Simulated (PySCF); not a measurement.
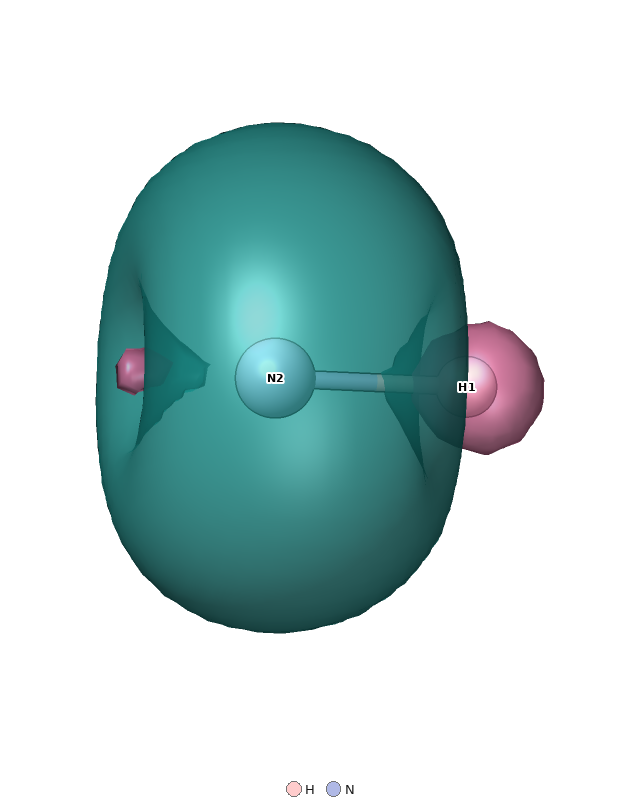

NH (triplet). Isosurfaces of the spin density (α minus β) at +0.03 (teal) and −0.03 e/Å³ (pink), seen from one side.

Method: PySCF, PBE0/cc-pVDZ(-PP), non-relativistic Hamiltonian with scalar-relativistic core potentials where named, at a bond length of 1.052 Å.

```xyz
2

H     0.0000    0.0000   -0.9814
N     0.0000    0.0000    0.0706
```

Describe the spin distribution.

Answer. The unpaired spin (2 electrons) lies mostly on N2 (about 1.9) and H1 (about 0.1), in electrons by Hirshfeld's partition.
